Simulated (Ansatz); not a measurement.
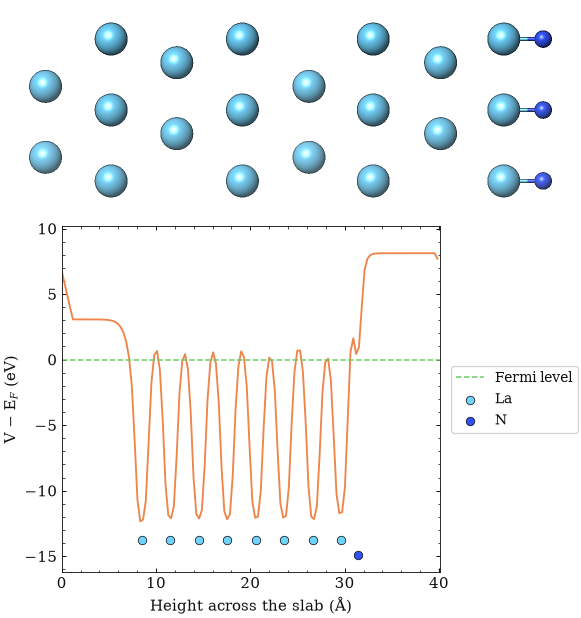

Plane-averaged electrostatic potential energy of an electron across the slab; circles at the bottom mark the heights of the atoms (positions after relaxation). The structure is drawn too.

The material is a (001) slab cut from La (P6_3/mmc), of composition La₈N (not the bulk's), ended by La planes, 9 atoms in the cell.

Computed with Ansatz 0.2.0: DFT PBE, scalar-relativistic, plane waves, PAW, no spin polarisation, 9×9×1 k mesh, 420 eV cutoff, Gaussian smearing of 0.1 eV.

**Read off the work function of each face.**

The work function is 8.12 eV at the right face and 3.07 eV at the left.

**Do the two faces differ, and what does that say about the slab's dipole?**

The vacuum level is 5.05 eV higher at the right than at the left, so the slab carries a dipole along its normal; the ramp in the vacuum, at or near the edge of the plot, is the dipole correction that keeps each side flat. Some atoms were held fixed in the relaxation, which can itself make the faces differ.

**How thick are slab and vacuum?**

The outermost atoms are 22.9 Å apart, which leaves 17.2 Å of vacuum in a cell 40.1 Å high.

The electron count is odd and the run has no spin polarisation, so a magnetic state may lie lower.
